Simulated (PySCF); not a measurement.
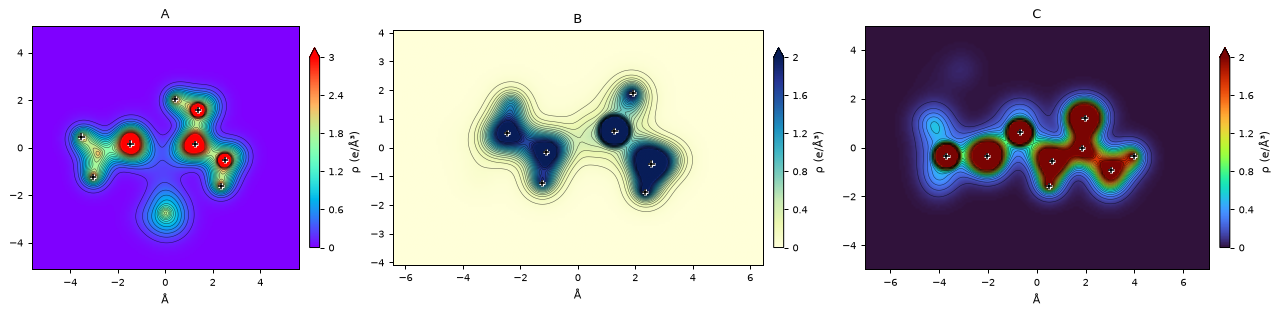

The electron density of 3 systems, each on a plane through atoms (crosses mark nuclei in the plane).

Level of theory: PySCF 2.14.0, PBE0/pcSseg-1, SCF density, gas phase, non-relativistic.

System 1: C$_{2}$H$_{11}$NO$_{3}$Si$_{3}$ (SMILES CC(=O)N[SiH2]O[SiH2]O[SiH3]), the plane of atoms C2, N4 and Si5. Geometry: PBE0-D3(BJ)/def2-SVP.

```xyz
20

C    -4.1181   -0.2014   -0.8909
C    -2.7611   -0.5935   -0.3708
O    -2.4783   -1.7262   -0.0125
N    -1.7953    0.3657   -0.3079
Si   -0.2448   -0.2129    0.3046
O     0.6972    1.1574    0.2469
Si    2.2189    1.7523    0.4830
O     3.3443    0.5720    0.2528
Si    3.8059   -0.9699   -0.1389
H    -4.0527    0.0474   -1.9615
H    -4.5036    0.6843   -0.3639
H    -4.8092   -1.0413   -0.7591
H    -1.9796    1.3192   -0.5957
H     0.3441   -1.2450   -0.5875
H    -0.3537   -0.6860    1.7081
H     2.4404    2.8400   -0.5050
H     2.3439    2.2543    1.8776
H     3.0028   -1.9565    0.6434
H     5.2496   -1.1286    0.1932
H     3.5984   -1.2176   -1.5962
```

System 2: C$_{5}$H$_{13}$NSi, the plane of atoms Si5, N6 and H17. Geometry: GFN2-xTB.

```yaml
atoms:
  - { symbol: C, position_ang: [2.7454, 0.2555, 0.3871] }
  - { symbol: C, position_ang: [1.6829, -0.4484, -0.4500] }
  - { symbol: C, position_ang: [0.3213, 0.2243, -0.3365] }
  - { symbol: C, position_ang: [-0.7769, -0.4338, -1.2054] }
  - { symbol: Si, position_ang: [-1.9812, -0.4775, 0.2854] }
  - { symbol: N, position_ang: [-3.2447, 0.6801, 0.4691] }
  - { symbol: C, position_ang: [-0.3384, 0.1025, 1.0566] }
  - { symbol: H, position_ang: [2.4570, 0.2696, 1.4358] }
  - { symbol: H, position_ang: [2.8715, 1.2842, 0.0544] }
  - { symbol: H, position_ang: [3.7038, -0.2526, 0.3006] }
  - { symbol: H, position_ang: [1.5934, -1.4892, -0.1273] }
  - { symbol: H, position_ang: [1.9948, -0.4512, -1.4985] }
  - { symbol: H, position_ang: [0.4291, 1.2785, -0.6066] }
  - { symbol: H, position_ang: [-0.4655, -1.4134, -1.5645] }
  - { symbol: H, position_ang: [-1.0474, 0.1542, -2.0808] }
  - { symbol: H, position_ang: [-2.5664, -1.7674, 0.6430] }
  - { symbol: H, position_ang: [-3.0366, 1.6563, 0.3315] }
  - { symbol: H, position_ang: [-4.1618, 0.4687, 0.1130] }
  - { symbol: H, position_ang: [0.1488, -0.6568, 1.6647] }
  - { symbol: H, position_ang: [-0.3343, 1.0273, 1.6284] }
```

System 3: C$_{3}$H$_{15}$N$_{2}$PSi$_{2}$, the plane of atoms N6, C7 and H19. Geometry: GFN2-xTB.

```yaml
atoms:
  - { symbol: C, position_ang: [2.6488, 0.9587, -0.5826] }
  - { symbol: N, position_ang: [1.2284, 1.1428, -0.4103] }
  - { symbol: Si, position_ang: [0.2480, -0.1401, 0.2257] }
  - { symbol: Si, position_ang: [0.3893, -1.8929, -1.3164] }
  - { symbol: P, position_ang: [0.8725, -0.6579, 2.3462] }
  - { symbol: N, position_ang: [-1.2993, 0.6148, 0.3953] }
  - { symbol: C, position_ang: [-2.2553, 0.1209, 1.3486] }
  - { symbol: C, position_ang: [-1.9295, 1.1606, -0.7789] }
  - { symbol: H, position_ang: [3.1934, 0.9543, 0.3705] }
  - { symbol: H, position_ang: [3.0571, 1.7516, -1.2104] }
  - { symbol: H, position_ang: [2.8204, 0.0019, -1.0745] }
  - { symbol: H, position_ang: [1.0196, 2.0703, -0.0656] }
  - { symbol: H, position_ang: [0.3740, -1.4378, -2.7101] }
  - { symbol: H, position_ang: [1.6067, -2.7004, -1.1583] }
  - { symbol: H, position_ang: [-0.7300, -2.8348, -1.1783] }
  - { symbol: H, position_ang: [0.4188, -1.9650, 2.2970] }
  - { symbol: H, position_ang: [2.1403, -1.0345, 1.9460] }
  - { symbol: H, position_ang: [-2.9256, 0.9287, 1.6543] }
  - { symbol: H, position_ang: [-1.7307, -0.2465, 2.2300] }
  - { symbol: H, position_ang: [-2.8673, -0.6935, 0.9378] }
  - { symbol: H, position_ang: [-2.5796, 1.9930, -0.4969] }
  - { symbol: H, position_ang: [-2.5391, 0.4110, -1.2991] }
  - { symbol: H, position_ang: [-1.1656, 1.5220, -1.4600] }
```

Match each panel to its system.

Answer. Panel A is system 3, C$_{3}$H$_{15}$N$_{2}$PSi$_{2}$: the plane holds N, C and H. C–N (1.44 Å): the density is about 2 e/Å³ at the midpoint. Panel B is system 2, C$_{5}$H$_{13}$NSi: the plane holds C, Si, N and H. C–C (1.52 Å): the density is about 1.7 e/Å³ at the midpoint. Panel C is system 1, C$_{2}$H$_{11}$NO$_{3}$Si$_{3}$: the plane holds C, O, N, Si and H. C–O (1.22 Å): ρ at the midpoint is about 3.2 e/Å³.
